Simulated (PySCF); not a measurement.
# C6H5Br (bromobenzene): levels of theory compared

Wanted: a comparison of 6 runs (BLYP/def2-SVP, M06-2X/def2-SVP, PBE/def2-SVP, TPSS/def2-SVP, r2SCAN/def2-SVP, revPBE/def2-SVP) of C6H5Br (bromobenzene). Input form: a Python script.

The results are computed with PySCF 2.14.0.

### Step 1. The system as given

The species is C6H5Br (12 atoms), meant as a singlet with charge 0. As SMILES, `Brc1ccccc1`. The coordinates come from a PBE0-D4/def2-TZVP relaxation.

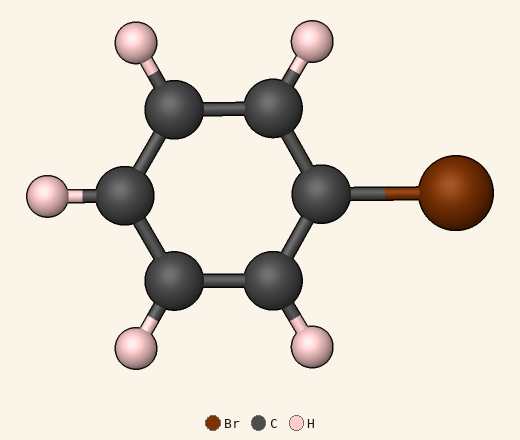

The structure, seen from a chosen angle (bromine brown, carbon dark grey, hydrogen pink).

### Step 2. A single-point energy at BLYP/def2-SVP (run 1)

run.py reads:

```python
from pyscf import gto, dft

mol = gto.Mole()
mol.atom = '''
Br    -0.143033    -6.005493    -0.593865
C     -0.058619    -2.454017    -0.242849
C     -1.630701    -1.300887     1.503617
C     -1.557815     1.307124     1.750737
C      0.065214     2.736286     0.270647
C      1.625939     1.549613    -1.468166
C      1.574350    -1.056754    -1.736980
H     -2.892774    -2.428336     2.652552
H     -2.783264     2.221052     3.113910
H      0.113875     4.773221     0.472205
H      2.899652     2.653875    -2.631576
H      2.787195    -1.995721    -3.090269
'''
mol.basis = 'def2-svp'
mol.spin = 0
mol.unit = 'bohr'
mol.max_memory = 1860
mol.verbose = 3
mol.build()

calc0 = dft.RKS(mol, xc='blyp')
calc0.conv_tol = 1e-10
calc0.grids.level = 5
calc0.kernel()
if not calc0.converged:
    calc0 = calc0.newton().run(calc0.mo_coeff, calc0.mo_occ)

etot = calc0.e_tot
print('Final energy', etot)
```

Run with:

```
$ OMP_NUM_THREADS=1 python run.py
```

The program printed:

```text
converged SCF energy = -2805.23730850574
Final energy -2805.2373085057397
```

Wall time 56 s (1 thread of Intel Xeon at 2.70GHz, shared host); peak memory 0.93 GiB.

### Step 3. A single-point energy at M06-2X/def2-SVP (run 2)

geometry.xyz reads:

```xyz
12
C6H5Br
Br    -0.075690    -3.177970    -0.314260
C     -0.031020    -1.298610    -0.128510
C     -0.862930    -0.688400     0.795680
C     -0.824360     0.691700     0.926450
C      0.034510     1.447980     0.143220
C      0.860410     0.820020    -0.776920
C      0.833110    -0.559210    -0.919170
H     -1.530790    -1.285020     1.403670
H     -1.472840     1.175330     1.647810
H      0.060260     2.525880     0.249880
H      1.534430     1.404370    -1.392570
H      1.474920    -1.056090    -1.635300
```

calc.py reads:

```python
from pyscf import gto, dft

system = gto.Mole()
system.atom = 'geometry.xyz'
system.basis = 'def2-svp'
system.verbose = 3
system.spin = 0
system.charge = 0
system.max_memory = 1860
system.build()

mf = dft.RKS(system, xc='m06-2x')
mf.grids.level = 5
mf.conv_tol = 1e-10
mf.kernel()
if not mf.converged:
    mf = mf.newton().run(mf.mo_coeff, mf.mo_occ)

e_final = mf.e_tot
print('E(%s) = %.9f' % ('M06-2X', e_final))
```

Run with:

```
$ OMP_NUM_THREADS=1 python calc.py
```

The program printed:

```text
converged SCF energy = -2805.25879313377
E(M06-2X) = -2805.258793134
```

Wall time 76 s (1 thread of Intel Xeon at 2.70GHz, shared host); peak memory 0.94 GiB.

Runs 3 to 5 aren't shown in full; the table further down has their settings and results.

### Step 4. A single-point energy at revPBE/def2-SVP (run 6)

calc.py reads:

```python
from pyscf import gto, dft

mol = gto.M(
    atom='''
Br  -0.075690  -3.177970  -0.314260
C   -0.031020  -1.298610  -0.128510
C   -0.862930  -0.688400   0.795680
C   -0.824360   0.691700   0.926450
C    0.034510   1.447980   0.143220
C    0.860410   0.820020  -0.776920
C    0.833110  -0.559210  -0.919170
H   -1.530790  -1.285020   1.403670
H   -1.472840   1.175330   1.647810
H    0.060260   2.525880   0.249880
H    1.534430   1.404370  -1.392570
H    1.474920  -1.056090  -1.635300
''',
    verbose=3,
    max_memory=1860,
    basis='def2-svp',
)

mf = dft.RKS(mol, xc='revpbe')
mf.conv_tol = 1e-10
mf.grids.level = 5
mf.kernel()
if not mf.converged:
    mf = mf.newton().run(mf.mo_coeff, mf.mo_occ)

e_final = mf.e_tot
print('Final energy', e_final)
```

Run with:

```
$ OMP_NUM_THREADS=1 python calc.py
```

The program printed:

```text
converged SCF energy = -2805.04187656193
Final energy -2805.041876561929
```

It took 52 s on 1 thread of Intel Xeon at 2.70GHz, shared host; peak memory 0.93 GiB.

### Step 5. The series

| run | level | energy (Eh) | dipole moment (D) | HOMO energy (eV) | LUMO energy (eV) | wall time |
| --- | --- | --- | --- | --- | --- | --- |
| 1 | BLYP/def2-SVP | -2805.237309 | 1.42 | -5.69 | -1.10 | 56 s |
| 2 | M06-2X/def2-SVP | -2805.258793 | 1.76 | -8.10 | 0.38 | 76 s |
| 3 | PBE/def2-SVP | -2804.636328 | 1.48 | -5.93 | -1.33 | 53 s |
| 4 | TPSS/def2-SVP | -2805.284465 | 1.63 | -5.98 | -1.17 | 91 s |
| 5 | r2SCAN/def2-SVP | -2805.176477 | 1.65 | -6.21 | -1.23 | 96 s |
| 6 | revPBE/def2-SVP | -2805.041877 | 1.49 | -5.89 | -1.26 | 52 s |

### Step 6. Outcome

```
            quantity           value
 run 6: total energy  -2805.04188 Eh
run 6: dipole moment          1.49 D
  run 6: HOMO energy        -5.89 eV
  run 6: LUMO energy        -1.26 eV
run 6: HOMO–LUMO gap         4.63 eV
```

What this shows: The dipole moment (its size) runs from 1.42 D (BLYP/def2-SVP) to 1.76 D (M06-2X/def2-SVP). The HOMO–LUMO gap runs from 4.59 eV (BLYP/def2-SVP) to 8.49 eV (M06-2X/def2-SVP). Totals of different functionals can't be ranked against each other. All runs together took 7 min, the longest 96 s.
